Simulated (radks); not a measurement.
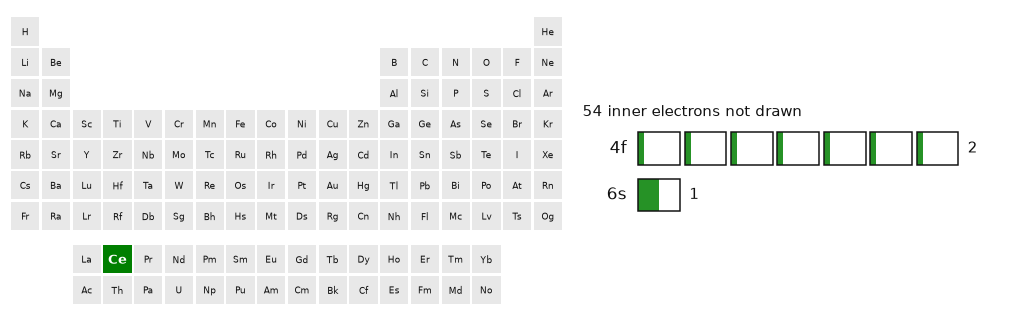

Fig. 1: Left, the place of cerium in the periodic table; right, the outer shells as the input fills them: a box for each of the 2l + 1 orbitals, shaded by the share of the shell that is filled, with the electron count at the right.

## Atomic calculation, with input and output: Ce⁺

The Ce⁺ ion in the configuration [Xe] 4f2 6s1 (high spin). Computed at this level: scalar-relativistic Kohn-Sham, PBE, spin-polarised, spherical densities, finite nucleus (the in-house radial solver radks).

Output:
```
1s      1   1.0000       -1479.75420238
2s      1   1.0000        -236.90388063
2p      1   3.0000        -212.18307457
3s      1   1.0000         -50.95799255
3p      1   3.0000         -43.09414297
3d      1   5.0000         -31.92153953
4s      1   1.0000         -10.29619522
4p      1   3.0000          -7.73616697
4d      1   5.0000          -4.05403647
4f      1   2.0000          -0.24750686
5s      1   1.0000          -1.60441551
5p      1   3.0000          -0.98728163
6s      1   1.0000          -0.30480450
1s      2   1.0000       -1479.75389380
2s      2   1.0000        -236.90368153
2p      2   3.0000        -212.18291779
3s      2   1.0000         -50.94219518
3p      2   3.0000         -43.07840813
3d      2   5.0000         -31.90926925
4s      2   1.0000         -10.24878936
4p      2   3.0000          -7.68782061
4d      2   5.0000          -4.00428342
4f      2   0.0000          -0.20193495
5s      2   1.0000          -1.56626628
5p      2   3.0000          -0.95435943
6s      2   0.0000          -0.26614625
Etot -8859.872403993195
Ekin 9389.666058915665
Encl -21461.223406380588
Eh 3421.0994729433446
Exc -209.41452947161696
err 4.587354537677403e-09
it 15
```

Orbitals:

```csv
orbital,occupation,energy (eV),⟨r⟩ (bohr),outer maximum (bohr)
1s up,1,−40266.2,0.02457,0.0157
1s down,1,−40266.2,0.02457,0.0157
2s up,1,−6446.5,0.1052,0.0891
2s down,1,−6446.5,0.1052,0.0891
2p up,3,−5773.8,0.09236,0.0717
2p down,3,−5773.8,0.09236,0.0717
3s up,1,−1386.6,0.2786,0.255
3s down,1,−1386.2,0.2786,0.255
3p up,3,−1172.7,0.2767,0.249
3p down,3,−1172.2,0.2766,0.249
3d up,5,−868.629,0.2536,0.205
3d down,5,−868.295,0.2535,0.205
4s up,1,−280.174,0.6387,0.594
4s down,1,−278.884,0.6385,0.593
4p up,3,−210.512,0.6770,0.620
4p down,3,−209.196,0.6766,0.620
4d up,5,−110.316,0.7495,0.654
4d down,5,−108.962,0.7492,0.654
5s up,1,−43.658,1.543,1.39
5s down,1,−42.620,1.549,1.39
5p up,3,−26.865,1.802,1.57
5p down,3,−25.969,1.808,1.58
6s up,1,−8.294,4.106,3.66
4f up,2,−6.735,1.256,0.727
4f down,0,−5.495,1.279,0.727
```

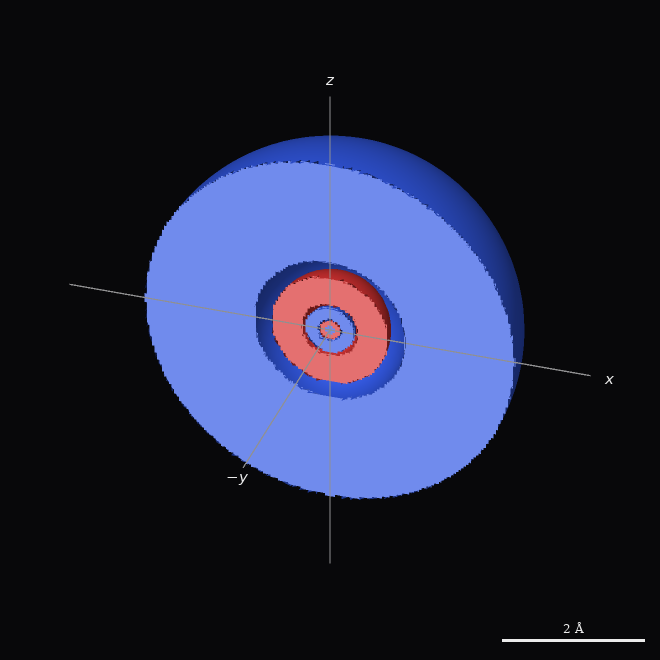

Fig. 2: One occupied orbital of up spin is shown. The surface of constant |ψ| that holds about 80 % of the electron is drawn, blue where ψ is positive and red where it is negative, with the half in front of the xz plane cut away and the cut face painted. The radial function comes from the spherical calculation and is multiplied by a real spherical harmonic; the overall sign is chosen so that the largest lobe of P(r) is positive; at the scalar-relativistic level it is the large component. It is 6s of up spin. It has no angular node and 5 radial nodes, at r = 0.0302, 0.120, 0.314, 0.736 and 1.84 bohr; only the outer 2 can be made out at this scale. The outermost maximum of P² lies at 3.66 bohr, ⟨r⟩ = 4.11 bohr, 90 % of the charge lies within 5.92 bohr, and the eigenvalue is −8.29 eV, with 1 electron in the shell for this spin.

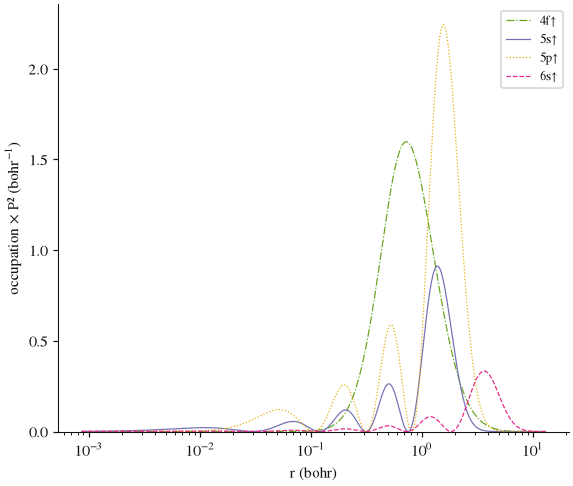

Fig. 3: The radial probability densities P² of 5p up, 5s up, 4f up and 6s up, each times its occupation. 4f up: outer maximum at 0.727 bohr, ⟨r⟩ = 1.26 bohr, 0 nodes, eigenvalue −6.74 eV; 5s up: outer maximum at 1.39 bohr, ⟨r⟩ = 1.54 bohr, 4 nodes, eigenvalue −43.7 eV; 5p up: outer maximum at 1.57 bohr, ⟨r⟩ = 1.80 bohr, 3 nodes, eigenvalue −26.9 eV; 6s up: outer maximum at 3.66 bohr, ⟨r⟩ = 4.11 bohr, 5 nodes, eigenvalue −8.29 eV.

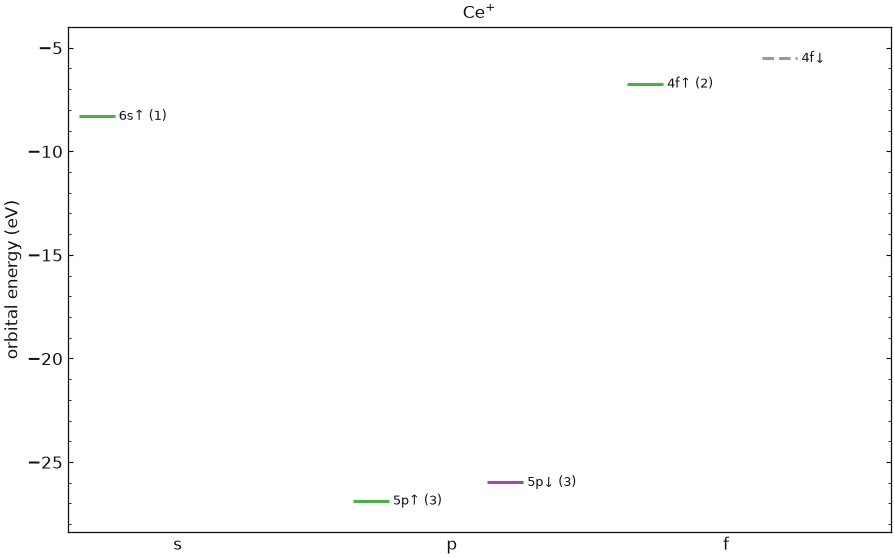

Fig. 4: The outer levels are drawn by angular momentum (occupations in brackets, up spins at the left of each column and down spins at the right, empty levels dashed). The highest occupied level is 4f up at −6.74 eV. From the top down the occupied levels run 4f up (−6.74 eV), 6s up (−8.29 eV), 5p down (−26.0 eV), 5p up (−26.9 eV). The lowest empty level drawn is 4f down at −5.49 eV. The largest exchange splitting (down less up) among the shells drawn in both spins is that of 4f, 1.24 eV.

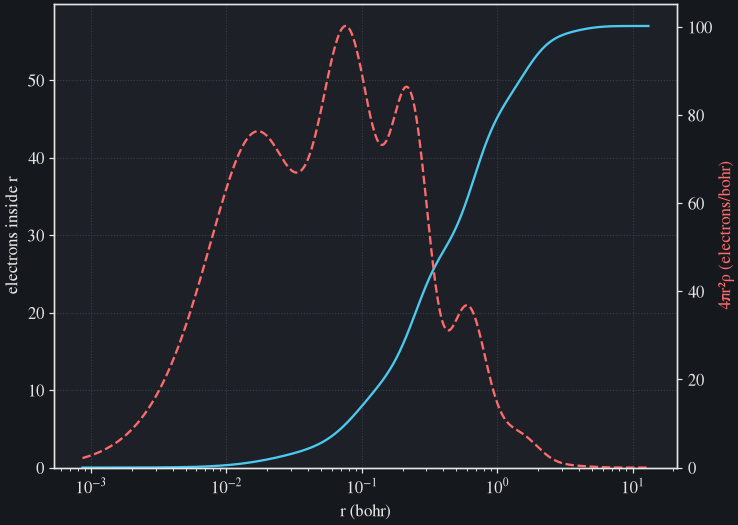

Fig. 5: The number of electrons inside radius r (solid) and the radial density 4πr²ρ (dashed). The count levels off at 57 electrons. Half of them lie within 0.418 bohr, 90 % within 1.64 bohr and 99 % within 3.95 bohr. The radial density has minima at 0.0330, 0.141 and 0.433 bohr, where the count stands at 2.0, 11.2 and 29.0; these part the shells that the density resolves.

Input file:
```
Z 58
configuration [Xe] 4f2 6s1
relativity scalar-relativistic
functional pbe,pbe
spin polarised
nucleus finite rms 4.8771 fm
c 137.035999084
```

Energies in input and log are in hartree, lengths in bohr (the nuclear radius in fm).

Summary:

```tsv
quantity	value
outcome	converged
total energy	−8859.8724 hartree
kinetic energy	9389.6661 hartree
electron–nucleus energy	−21461.2234 hartree
Hartree energy	3421.0995 hartree
exchange–correlation energy	−209.414529 hartree
radius at density 0.001 e/bohr³	4.66 bohr
SCF iterations	15
hardware	1 CPU thread, shared host
```
